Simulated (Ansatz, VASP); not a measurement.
# BiB in two plane-wave programs, part 2 of 2

Aim: how closely do two programs agree when they are given the same cell, functional and k mesh? The cell is invented: As first built, before any earlier steps moved the atoms (in the runner's words): it takes the BP structure with some of its atoms replaced by other elements, volume scaled by an estimate. It may not be a known or stable phase. The cell is taken from a series of VASP runs on this material, whose earlier steps may have relaxed, scaled or displaced it; both programs get it as it stands. Valence electrons are named where the data sets of a main pair hold unlike numbers.

VASP 6.6.1 and Ansatz 0.2.0.

So far: The structure; Ansatz: band structure, r2SCAN0; VASP: band structure, r2SCAN0.

**3. VASP: band structure, r2SCAN0 (continued)**

Level of this step: r2SCAN0; plane waves and PAW (Bi_d, B); invented cell (VASP).

Numbers of over 12 decimals in the logs are rounded to 6 here.

Parts of OUTCAR (step 3):

```text
ion  position               nearest neighbor table
   1  0.250  0.250  0.250-   2 2.39   2 2.39   2 2.39   2 2.39
   2  0.000  0.000  0.000-   1 2.39   1 2.39   1 2.39   1 2.39

  LATTYP: Found a face centered cubic cell.
 ALAT       =     5.5227522540

 Subroutine GETGRP returns: Found 24 space group operations
 (whereof 24 operations were pure point group operations)

The static configuration has the point symmetry T_d .

 Found      8 irreducible k-points:

   k-points           NKPTS =      8   k-points in BZ     NKDIM =     64   number of bands    NBANDS=     15

   dimension x,y,z NGX =    28 NGY =   28 NGZ =   28
   dimension x,y,z NGXF=    56 NGYF=   56 NGZF=   56

   ENCUT  =  420.0 eV  30.87 Ry    5.56 a.u.   6.53  6.53  6.53*2*pi/ulx,y,z

   NELECT =      18.0000    total number of electrons

 k-points in reciprocal lattice and weights: Automatic mesh
   0.00000000  0.00000000  0.00000000       0.016
   0.25000000  0.00000000  0.00000000       0.125
   0.50000000  0.00000000  0.00000000       0.062
   0.25000000  0.25000000  0.00000000       0.094
   0.50000000  0.25000000  0.00000000       0.375
  -0.25000000  0.25000000  0.00000000       0.188
   0.50000000  0.50000000  0.00000000       0.047
  -0.25000000  0.50000000  0.25000000       0.094

  exchange ACFDT corr.  =         0.00000000  see jH, gK, PRB 81, 115126

 average (electrostatic) potential at core
       1-102.4787       2 -24.3598

 E-fermi :   6.5032

 k-point     1 :       0.0000    0.0000    0.0000
  band No.  band energies     occupation
    ...
      5     -19.2039      2.00000
      6      -9.6448      2.00000
      7       6.3073      2.00000
      8       6.3073      2.00000
      9       6.3073      2.00000
     10       7.8607      0.00000
     11      10.4399      0.00000
     12      10.4399      0.00000
     13      10.4399      0.00000
     14      14.3125      0.00000
    ...

 k-point     2 :       0.2500    0.0000    0.0000
  band No.  band energies     occupation
    ...
      5     -19.2002      2.00000
      6      -8.7330      2.00000
      7       0.9878      2.00000
      8       5.1820      2.00000
      9       5.1820      2.00000
     10       8.3619      0.00000
     11      11.6858      0.00000
     12      11.6858      0.00000
     13      12.8487      0.00000
     14      16.0283      0.00000
    ...

 k-point     3 :       0.5000    0.0000    0.0000
  band No.  band energies     occupation
    ...
      5     -19.1858      2.00000
      6      -7.2560      2.00000
      7      -2.5055      2.00000
      8       4.4603      2.00000
      9       4.4603      2.00000
     10       7.9479      0.00000
     11      11.9932      0.00000
     12      11.9932      0.00000
     13      14.2281      0.00000
     14      16.7803      0.00000
    ...

  energy-cutoff  :      420.00
  volume of cell :       42.11
      direct lattice vectors                 reciprocal lattice vectors
     0.000000000  2.761376127  2.761376127    -0.181069140  0.181069140  0.181069140
     2.761376127  0.000000000  2.761376127     0.181069140 -0.181069140  0.181069140
     2.761376127  2.761376127  0.000000000     0.181069140  0.181069140 -0.181069140

 POSITION                                       TOTAL-FORCE (eV/Angst)
 -----------------------------------------------------------------------------------
      1.38069      1.38069      1.38069        -0.000000      0.000000     -0.000000
      0.00000      0.00000      0.00000         0.000000     -0.000000      0.000000
 -----------------------------------------------------------------------------------
    total drift:                                0.000124      0.000150      0.000057

  FREE ENERGIE OF THE ION-ELECTRON SYSTEM (eV)
  ---------------------------------------------------
  free  energy   TOTEN  =       -52.9432465913 eV

  energy  without entropy=      -52.9432465913  energy(sigma->0) =      -52.94324659

 total charge
# of ion       s       p       d       tot
------------------------------------------
    1        1.409   1.667   9.952  13.028
    2        0.651   0.992   0.000   1.644
--------------------------------------------------
tot          2.060   2.659   9.952  14.671

[... 3 further parts left out ...]
```

The k-mesh is coarse for unscreened exact exchange, which converges slowly with it. Spin-orbit coupling is off here; with elements this heavy it splits and shifts levels by tenths of an eV or more. The PAW data sets were made with PBE, which is usual practice but a small mismatch for other functionals.

**4. Differences**

Known differences besides the potentials themselves: exact exchange at q = 0 is treated differently, which shows on coarse meshes; VASP keeps PBE cores, Ansatz makes them for the functional; the cutoff is 500 eV in Ansatz and 420 eV in VASP; VASP takes a coarser grid for exact exchange (PRECFOCK = Fast). Total energies have different zeros and are not compared.

Both answers:

```tsv
quantity	Ansatz	VASP	difference
gap over the path points (eV)	1.536	1.553	-0.017
```

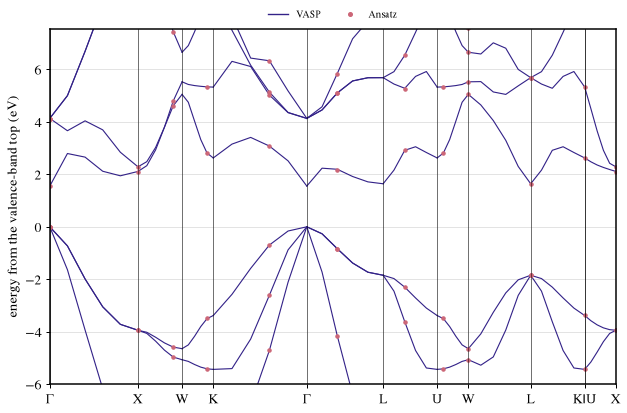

Bands from VASP (lines) and levels from Ansatz (dots). Dots without a line are higher empty bands that the VASP plot leaves out.

Levels at points of the path, from each program's valence-band top (eV; 3 filled, then empty):

```tsv
k (reciprocal lattice)	Ansatz	VASP
0.000 0.000 0.000	0.00 0.00 0.00 1.54 4.12 4.12	0.00 0.00 0.00 1.55 4.13 4.13
0.500 0.000 0.500	-9.09 -3.94 -3.94 2.10 2.28 10.54	-9.10 -3.94 -3.94 2.11 2.29 10.55
0.500 0.200 0.700	-8.80 -4.98 -4.58 4.62 4.79 7.42	-8.80 -4.97 -4.59 4.61 4.80 7.43
0.400 0.350 0.750	-8.76 -5.42 -3.49 2.81 5.33 8.63	-8.76 -5.41 -3.50 2.81 5.33 8.64
0.150 0.150 0.300	-4.71 -2.62 -0.69 3.07 5.03 5.13	-4.71 -2.61 -0.69 3.08 5.02 5.13
0.200 0.200 0.200	-4.16 -0.83 -0.83 2.17 5.10 5.10	-4.16 -0.84 -0.84 2.19 5.10 5.10
0.550 0.400 0.550	-8.65 -3.62 -2.29 2.91 5.27 6.54	-8.66 -3.62 -2.30 2.92 5.28 6.54
0.600 0.250 0.650	-8.76 -5.42 -3.49 2.81 5.33 8.63	-8.76 -5.41 -3.50 2.81 5.33 8.64
0.500 0.250 0.750	-8.77 -5.08 -4.64 5.05 5.52 6.65	-8.77 -5.07 -4.64 5.05 5.53 6.65
0.500 0.500 0.500	-8.81 -1.84 -1.84 1.64 5.68 5.68	-8.81 -1.85 -1.85 1.64 5.69 5.69
```

Among the levels compared at these points, filled levels agree within 13 meV and empty ones within 19 meV.

**5. Summary of results**

```json
{"largest difference of a filled level at the path points (band structure, r2SCAN0)": "13 meV"}
```

In words: The largest difference of a filled level at the path points is 13 meV (band structure, r2SCAN0), within the 80 meV picked in this series as the mark of a large difference. How closely two codes agree says nothing of how well the functional describes the real material.

[Lines on the potential files, build, host, timing and source positions are cut from VASP's logs without a mark.]

[Logs are printed without paths, hosts, clocks, repeated set-up lines and the standing remarks that a program may print on its own settings, such as how far it seeks lower states.]

[Hosts, paths, dates, database ids (printed as entryN), source tags and the programs' standing remarks are cut or masked in the printed files.]
